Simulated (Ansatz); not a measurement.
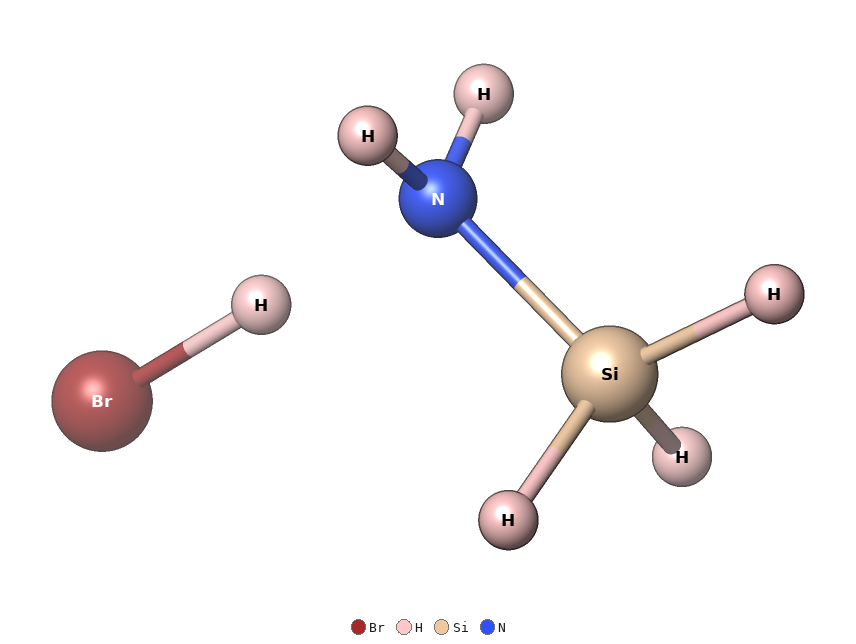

Atoms fade into the background with distance from the viewer. Computed geometry: PBE0-D4/def2-TZVP optimisation.

List the symmetry elements and name the point group.

Answer. It has 1 mirror plane, so the point group is Cs. The group has 2 operations. The geometry is achiral, and symmetry allows a dipole moment.
